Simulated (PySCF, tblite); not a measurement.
# C5H6F radical: geometry, infrared bands and EPR parameters

What infrared bands and EPR parameters should C5H6F radical (`F[C]=C1CCC1`) show?

The runs use tblite 0.8.0 and PySCF 2.14.0, with density-fitted response routines of our own; the level of theory stands in each step. All values are computed, except where a source is named. Atoms count from 0, in the outputs and in this text.

## (1) Starting geometry

12 atoms, charge 0, multiplicity 2; geometry from: force field or distance geometry start.

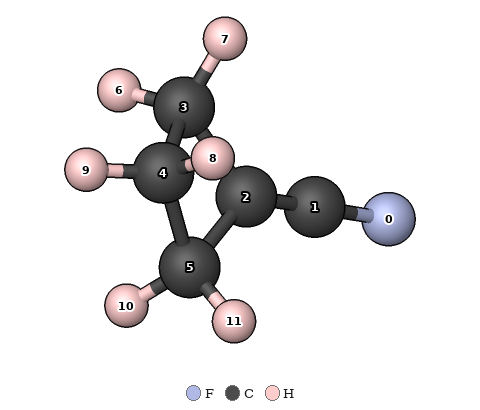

The starting geometry (fluorine light blue, carbon dark grey, hydrogen pink), atoms numbered; sticks join atoms by distance.

## (2) Geometry optimisation with GFN2-xTB

What the job is given:

```
{"job": {"kind": "relax", "xc": "GFN2-xTB", "basis": "xTB"}, "charge": 0, "multiplicity": 2}
F      3.364800     0.734000     0.188200
C      2.044500     0.458300     0.061300
C      0.805900     0.178800    -0.038800
C     -0.465400     1.039000    -0.078200
C     -1.180600    -0.291300     0.284300
C      0.010000    -1.104800    -0.260500
H     -0.729200     1.453300    -1.050000
H     -0.557300     1.814900     0.696400
H     -1.354400    -0.427900     1.353200
H     -2.131100    -0.457400    -0.241400
H     -0.086800    -1.428400    -1.301500
H      0.280800    -1.969200     0.361000
```

The run is started by

```sh
> OMP_NUM_THREADS=1 python probes_run.py task.json out
```

The driver reads the jobs from task.json and runs them one after another.

Output:

```text
step      E/eV     max force
  0    -499.02142    1.819
  1    -499.13999    1.295
  2    -499.16843    1.567
  3    -499.19629    0.479
  4    -499.20943    0.271
  5    -499.21230    0.162
  6    -499.21481    0.139
  7    -499.21798    0.221
  8    -499.22086    0.221
  9    -499.22341    0.183
 10    -499.22662    0.255
 11    -499.23532    0.520
 12    -499.16320    1.804
 13    -499.25113    0.736
 14    -499.26670    0.765
 15    -499.19535    1.396
 16    -499.19734    1.260
 17    -499.21688    0.165
 18    -499.21846    0.136
 19    -499.11747    1.778
 20    -499.22305    0.206
 21    -499.22511    0.354
 22    -499.22294    0.232
 23    -499.19418    1.691
 24    -499.22229    0.312
 25    -499.22209    0.160
 26    -499.22229    0.146
 27    -499.04179    3.311
 28    -499.22406    0.082
 29    -499.22731    0.108
 30    -499.26776    0.971
 31    -499.09814    1.687
 32    -499.28477    1.060
 33    -499.29979    1.081
 34    -499.32691    1.438
 35    -499.39161    1.122
 36    -499.41726    0.973
 37    -499.44191    0.486
 38    -499.45777    0.705
 39    -499.49879    0.993
 40    -499.51921    0.700
 41    -499.53891    0.305
 42    -499.54995    0.247
 43    -499.56073    0.421
 44    -499.56550    0.470
 45    -499.56738    0.456
 46    -499.56801    0.428
 47    -499.56834    0.427
 48    -499.56844    0.438
 49    -499.56843    0.450
 50    -499.56844    0.439
 51    -499.56844    0.440
 52    -499.56847    0.430
 53    -499.56850    0.421
 54    -499.56860    0.406
 55    -499.56880    0.387
 56    -499.56917    0.371
 57    -499.56975    0.361
 58    -499.57049    0.362
 59    -499.57130    0.362
 60    -499.57214    0.351
 61    -499.57294    0.321
 62    -499.57371    0.275
 63    -499.57451    0.224
 64    -499.57540    0.181
 65    -499.57638    0.167
 66    -499.57733    0.154
 67    -499.57817    0.154
 68    -499.57900    0.168
 69    -499.57982    0.181
 70    -499.58068    0.174
 71    -499.58157    0.143
 72    -499.58229    0.088
 73    -499.58278    0.054
 74    -499.58309    0.039
 75    -499.58331    0.045
 76    -499.58359    0.036
 77    -499.58400    0.047
 78    -499.58460    0.088
 79    -499.58499    0.116
 80    -499.58629    0.167
 81    -499.58790    0.172
 82    -499.58976    0.119
 83    -499.59100    0.079
 84    -499.59169    0.056
 85    -499.59190    0.050
 86    -499.59210    0.040
 87    -499.59222    0.032
 88    -499.59240    0.021
 89    -499.59245    0.016
 90    -499.59248    0.013
 91    -499.59250    0.008
```

Wall time 0.36 s (1 thread of Arm Neoverse V1, shared host).

The steps of the relaxation: (not every step is listed) (the energy doesn't fall at every step)

```tsv
step	energy from step 0 (eV)	largest force (eV/Å)
0	0.0000	1.8191
1	-0.1186	1.2953
2	-0.1470	1.5675
3	-0.1749	0.4786
4	-0.1880	0.2714
5	-0.1909	0.1620
6	-0.1934	0.1388
7	-0.1966	0.2211
8	-0.1994	0.2208
15	-0.1739	1.3960
22	-0.2015	0.2323
29	-0.2059	0.1080
36	-0.3958	0.9726
43	-0.5393	0.4211
50	-0.5470	0.4390
57	-0.5483	0.3615
64	-0.5540	0.1805
71	-0.5602	0.1428
78	-0.5632	0.0877
85	-0.5705	0.0499
86	-0.5707	0.0396
87	-0.5708	0.0318
88	-0.5710	0.0209
89	-0.5710	0.0160
90	-0.5711	0.0130
91	-0.5711	0.0084
```

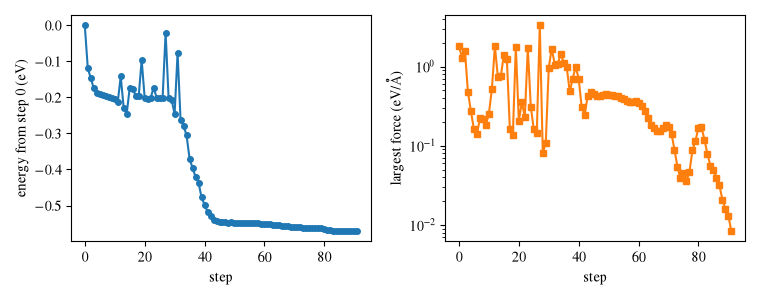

Energy and largest force along the relaxation.

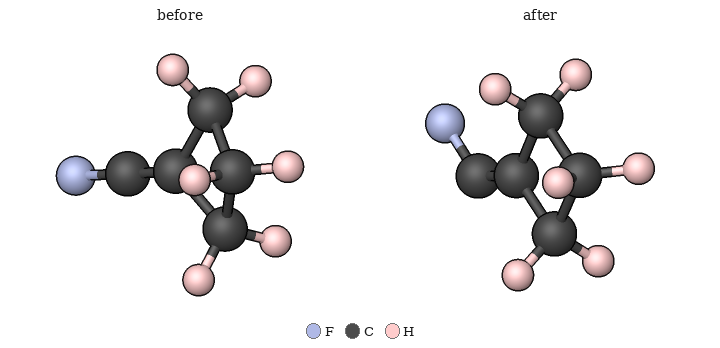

Before and after, at one scale.

Close pairs (by a distance rule), those that changed most:

```tsv
bond	before (Å)	after (Å)	change (Å)
C2–C3	1.535	1.503	-0.032
F0–C1	1.355	1.328	-0.027
C1–C2	1.274	1.291	+0.017
C2–C5	1.527	1.539	+0.013
C3–C4	1.553	1.540	-0.013
C4–H9	1.099	1.087	-0.012
C3–H7	1.100	1.089	-0.012
C5–H11	1.099	1.088	-0.011
```

The next job starts from the end point, and lists it.

## (3) Infrared spectrum with GFN2-xTB

What the job is given:

```
{"job": {"kind": "ir", "xc": "GFN2-xTB", "basis": "xTB"}, "charge": 0, "multiplicity": 2}
F      3.157487    -0.166714    -0.424950
C      2.072642     0.575365    -0.238576
C      0.824822     0.278255    -0.092618
C     -0.420570     1.093299     0.119199
C     -1.246187    -0.206960     0.146170
C      0.024798    -1.036582    -0.066781
H     -0.653812     1.766980    -0.703508
H     -0.425825     1.659931     1.048816
H     -1.746299    -0.396303     1.092731
H     -1.970166    -0.288500    -0.660737
H      0.079332    -1.589259    -1.002327
H      0.304977    -1.690198     0.756554
```

Output:

```text
mode    cm-1     km/mol
  1      67.3      0.70
  2     153.7      0.41
  3     260.6      0.02
  4     352.1      1.52
  5     472.8      4.79
  6     654.7      5.48
  7     771.3      2.71
  8     782.6      3.88
  9     870.2      5.10
 10     982.9      0.22
 11    1036.4     13.32
 12    1038.8     10.37
 13    1040.4      1.04
 14    1065.8      8.30
 15    1150.3    185.83
 16    1166.1      0.24
 17    1178.1      0.01
 18    1199.6      0.82
 19    1242.6     19.98
 20    1254.5      7.52
 21    1439.7      2.04
 22    1449.6      0.79
 23    1480.7      0.04
 24    1820.0    108.92
 25    2990.7     14.80
 26    2999.8      3.03
 27    3007.4     20.53
 28    3012.1     32.03
 29    3027.2     64.37
 30    3030.2     35.80
```

Wall time 0.21 s (1 thread of Arm Neoverse V1, shared host).

The strongest bands and the atoms that carry them (share of the mass-weighted mode):

```tsv
cm⁻¹	km/mol	atoms
1150	185.8	C1 25 %, F0 20 %, C2 20 %
1243	20.0	C3 26 %, H7 18 %, H6 18 %, C4 10 %
1820	108.9	C1 49 %, C2 48 %
2991	14.8	H7 42 %, H6 38 %
3007	20.5	H6 48 %, H7 44 %
3012	32.0	H11 46 %, H10 45 %
3027	64.4	H8 41 %, H9 35 %
3030	35.8	H9 50 %, H8 44 %
```

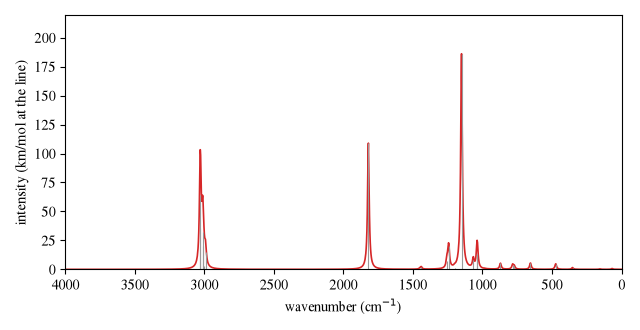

The infrared spectrum from these modes, unscaled. Lines are broadened to a width of 14 cm⁻¹ (Lorentzian).

## (4) EPR parameters: B3LYP/pcH-1

Settings changed since step 3:

```diff
@@ -1,2 +1,2 @@
-{"job": {"kind": "ir", "xc": "GFN2-xTB", "basis": "xTB"}, "charge": 0, "multiplicity": 2}
+{"job": {"kind": "epr", "basis": "pcH-1"}, "charge": 0, "multiplicity": 2}
 F      3.157487    -0.166714    -0.424950
```

Level: UKS B3LYP, pcH-1 on C F H, non-relativistic, mean-field spin-orbit, GIAO.

Output:

```text
UKS, coarse grid
  cycle   1  E = -293.80658717  |g| = 3.60e-01
  cycle   2  E = -293.73277605  |g| = 5.50e-01
  cycle   3  E = -293.85759627  |g| = 9.10e-02
  cycle   4  E = -293.86128333  |g| = 4.08e-02
  cycle   5  E = -293.86192063  |g| = 1.42e-02
  cycle   6  E = -293.86202221  |g| = 5.70e-03
  cycle   7  E = -293.86204803  |g| = 1.95e-03
  cycle   8  E = -293.86205834  |g| = 1.18e-03
  cycle   9  E = -293.86206070  |g| = 4.74e-04
UKS, final grid
  cycle   1  E = -293.86199293  |g| = 4.30e-04
  cycle   2  E = -293.86199303  |g| = 4.74e-04
  cycle   3  E = -293.86199315  |g| = 1.09e-04
  cycle   4  E = -293.86199319  |g| = 1.04e-04
  cycle   5  E = -293.86199320  |g| = 3.65e-05
  cycle   6  E = -293.86199320  |g| = 6.43e-06
E = -293.86199320 Eh   <S^2> = 0.7596 (exact 0.7500)
g shifts (ppm)      1          2          3
  rmc          -218       -218       -218
  gc              8         46        -41
  oz_so         -99        -18       2238
  total        -309       -190       1979
hyperfine (MHz)  atom isotope    a_iso     a_fc   dipolar eigenvalues
    0   19F     372.80     372.80   -284.47   -216.58    501.05
    1   13C     512.61     512.61    -78.09    -50.92    129.00
    2   13C      70.42      70.42    -23.96     -2.68     26.64
    3   13C      31.90      31.90     -2.44     -1.38      3.83
    4   13C      -2.80      -2.80     -0.63     -0.43      1.07
    5   13C      53.40      53.40     -8.80     -8.66     17.46
    6    1H      -9.15      -9.15     -2.79     -2.02      4.81
    7    1H      -9.19      -9.19     -2.78     -2.02      4.80
    8    1H       1.60       1.60     -1.13     -0.80      1.93
    9    1H       1.58       1.58     -1.13     -0.80      1.93
   10    1H     -12.88     -12.88     -4.89     -0.62      5.50
   11    1H     -12.92     -12.92     -4.88     -0.62      5.50
```

Run time: 30 s. Hardware: 1 thread of Arm Neoverse V1, shared host; peak memory 0.75 GiB.

Principal g values 2.00201, 2.00213, 2.00430; g(iso) = 2.00281, against 2.00232 for a free electron.

Hyperfine couplings; where a row names several nuclei, a(iso) is their mean (it holds for fast rotation or exchange) and the dipolar term the largest among them:

```tsv
nuclei	isotope	a(iso) (MHz)	a(iso) (G, at g = 2.0023)	largest dipolar term (MHz)
C1	13C	512.6	182.9	129.0
F0	19F	372.8	133.0	501.0
C2	13C	70.4	25.1	26.6
C5	13C	53.4	19.1	17.5
C3	13C	31.9	11.4	3.8
H10, H11	1H	-12.9	-4.6	5.5
H6, H7	1H	-9.2	-3.3	4.8
C4	13C	-2.8	-1.0	1.1
H8, H9	1H	1.6	0.6	1.9
```

Mulliken spin populations:

```tsv
atom	value (e)
F0	0.08
C1	0.94
C2	-0.13
C3	0.03
C4	0.00
C5	0.10
H6	0.00
H7	0.00
H8	0.00
H9	0.00
H10	-0.01
H11	-0.01
```

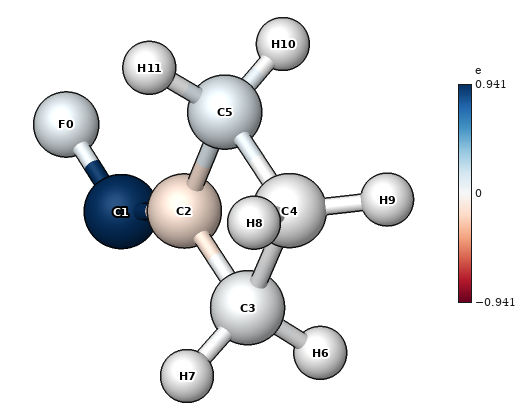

Mulliken spin populations, as colours on the atoms.

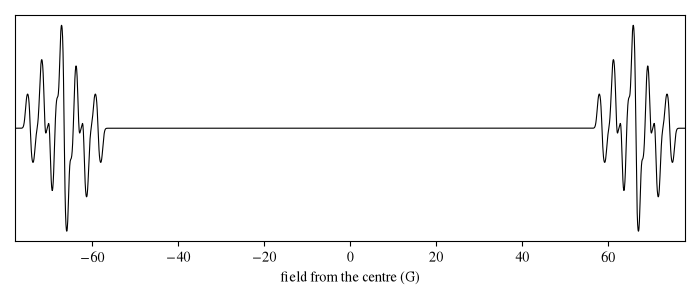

First-order isotropic spectrum (first derivative, main isotopes with spin only, couplings over 0.8 MHz, Gaussian width 0.4 G; couplings of the frozen geometry, rotation of groups not averaged beyond the rows shown).

The fields below are evaluated on a grid from the run's orbitals.

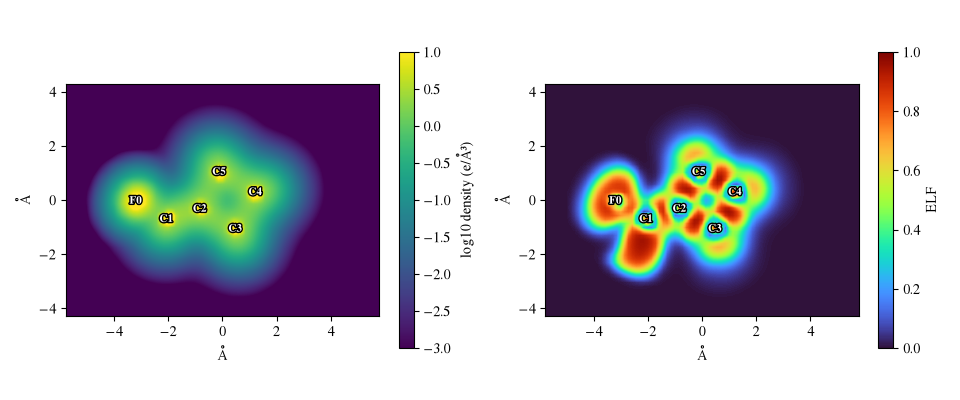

Density (left) and ELF (right) in a plane through or near 6 of the atoms.

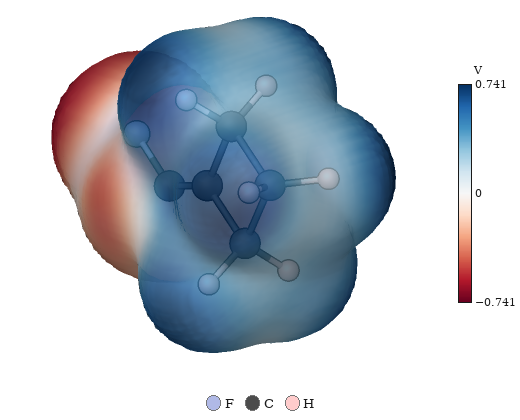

The potential that a unit positive charge feels on the 0.002 e/bohr³ surface, from -0.68 V near F0 to 0.74 V near H8.

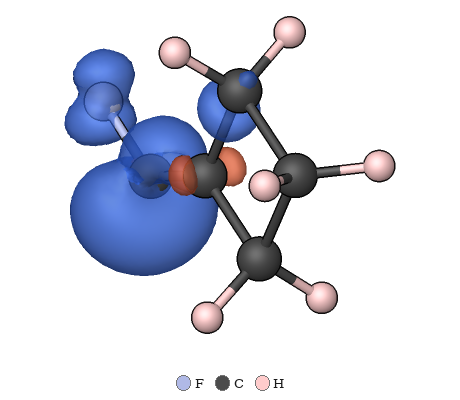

Spin density at ±0.06 e/Å³ (alpha excess blue, beta excess red).

## (5) Summary of results

| quantity | value |
| --- | --- |
| strongest single infrared mode (GFN2-xTB) | 1150 cm⁻¹, 186 km/mol |
| zero-point energy (GFN2-xTB) | 58.6 kcal/mol |
| g(iso) (B3LYP) | 2.00281 |
| ⟨S²⟩ | 0.760 (exact 0.75) |
| largest a(iso) (averaged by class) | 13C on C1, 512.6 MHz |
| surface potential, least and greatest | -0.68 V and 0.74 V |

The optimisation took 91 steps and gained 0.571 eV; among the close pairs (by a distance rule), C2–C3 changed most, from 1.535 to 1.503 Å. No mode is imaginary among the 30: a minimum at this level. The strongest single mode, at 1150 cm⁻¹, has its largest shares on C1, F0 and C2 (the list is cut at 3 atoms). GFN2-xTB is a fitted tight-binding method: band positions and strengths are rough. Its intensities can rank the bands wrongly. Most of the unpaired spin sits on C1 (0.94 e). The isotropic g lies 0.5 ppt above the free-electron value.
